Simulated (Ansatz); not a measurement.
**Carrier doping in HgTe**

The parent structure is HgTe (space group P3_121, No. 152; a = 4.679 Å, c = 10.385 Å; a cell from a computed database, its experimental status unchecked; made of chains).

Carriers are added at fixed cell with a uniform background; the Fermi–Dirac width is that of 300 K.

All numbers come from r2SCAN (Ansatz, a program for electronic structure; PAW; 500 eV plane waves; spin-orbit coupling left out), earlier PAW set.

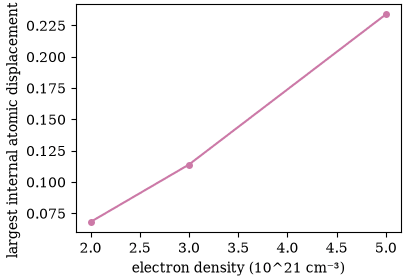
Largest internal atomic displacement against electron density

```json
[
 {"electron density (10^21 cm⁻³)": "2", "largest internal atomic displacement": "0.068 Å"},
 {"electron density (10^21 cm⁻³)": "3", "largest internal atomic displacement": "0.114 Å"},
 {"electron density (10^21 cm⁻³)": "5", "largest internal atomic displacement": "0.234 Å"}
]
```

Charged cell with a jellium background: band edges are those of the host's band count, energies are not comparable with the neutral cell, and many-body gap narrowing is missing. Stability against distortions was not tested. No dispersion term is included, though the crystal is made of layers, chains or molecules, so its spacings can come out too wide. This is not the structure that HgTe has at room temperature and ambient pressure.
